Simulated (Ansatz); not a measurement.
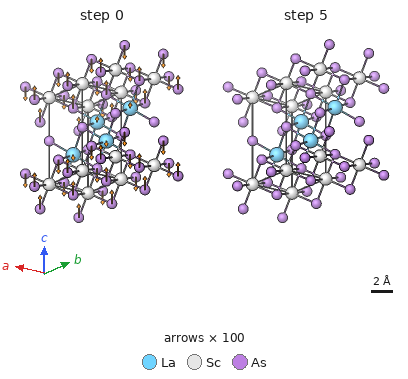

The structure of crystalline La2ScAs3 (built on the K2NaCl3-164 type type) before (left) and after (right) a relaxation, at one scale. The orange arrows give the displacements (the part carried along by the change of the cell is left out), 100 times their true length.

The picture is a ball-and-stick view of the cell of the calculation, repeated 1 × 2 × 1 with one cell outlined, seen from a free direction.

Level of theory: DFT, PBEsol, plane waves, PAW (Ansatz 0.2.0).

Input
```yaml
crystal:
  lattice:
    - [4.09136632, 0.0, 0.0]
    - [-2.04568316, 3.54322717, 0.0]
    - [0.0, 0.0, 10.11903996]
  atoms:
    - { symbol: La, position: [0.33333333, 0.66666667, 0.67902339] }
    - { symbol: La, position: [0.66666667, 0.33333333, 0.32097661] }
    - { symbol: Sc, position: [0.0, 0.0, 0.0] }
    - { symbol: As, position: [0.33333333, 0.66666667, 0.1429916] }
    - { symbol: As, position: [0.66666667, 0.33333333, 0.8570084] }
    - { symbol: As, position: [0.0, 0.0, 0.5] }
kpoints:
  mp_grid: { grid: [6, 6, 2] }
hamiltonian:
  xc: pbesol
scf:
  occupations: { method: fermi_dirac, width: 0.03 }
relax:
  f_tol: 0.01
  cell: {}
  max_steps: 120
```

Command:
```bash
ansatz run input.yaml --threads 2 --pin off --max-ram 2211MiB --backend cpu --events-out ev --progress --plain --runs-dir out
```

Q: Summarise the run.

A: The largest moves relative to the cell, 0.017 Å, are those of As4 and As5. As5 goes along +c. Largest moves by element: As 0.017 Å, La 0.007 Å. Sc stays in place. The drawn cell changes as follows: a = b 4.091 → 4.172 Å (+2.0 %), c unchanged at 10.119 Å; the volume changes by +4.0 %. Some distances before and after: La1–As5 2.970 → 3.014 Å, La1–As6 2.977 → 3.019 Å, Sc3–As4 2.770 → 2.802 Å. The space group stays P-3m1 (No. 164). The energy falls by 11.7 meV per atom in 3 accepted moves (5 points after the start). Largest force component: 0.17 eV/Å at the start, 0.00049 eV/Å at the end. The pressure goes from 3.35 to 0.00 GPa. The line search rejected the trial step at point 1 of the run. At 1 point the geometry stayed and the basis and grid were re-selected for the new cell (energy shift of 0.1 meV per atom at most each time).
